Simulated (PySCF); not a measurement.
SMILES C#C/C=C\[Si](F)(F)F at its GFN2-xTB optimised geometry (Å):

```
11

C      0.1646     1.4293     3.0514
C      0.5991     0.8670     2.0821
C      1.1165     0.2112     0.9508
C      0.3501    -0.3399     0.0000
Si    -1.5070    -0.3399     0.0000
F     -2.1980     1.0898     0.0000
F     -2.0830    -1.0625    -1.2917
F     -2.1970    -1.0898     1.2180
H     -0.2180     1.9193     3.8966
H      2.1980     0.1754     0.8889
H      0.8465    -0.8223    -0.8320
```

Calculation: PBE0/def2-TZVP in PySCF 2.14.0. Cells within 0.4 Å of a nucleus heavier than hydrogen are left out (blank, or x).

Map of the electrostatic potential (hartree/e), clipped to [-0.08, 0.12] on the plane z = 0.0 Å:

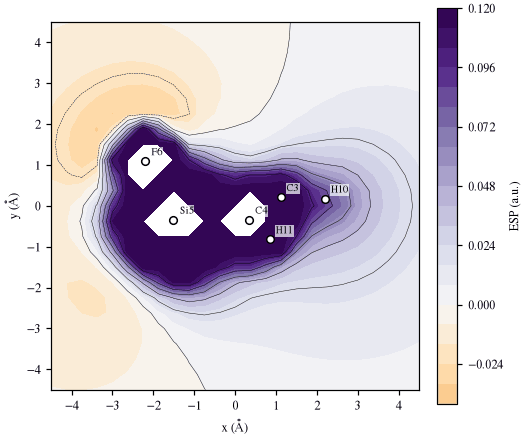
Figure. Electrostatic potential (hartree/e), clipped to [-0.08, 0.12] on the plane z = 0.0 Å.
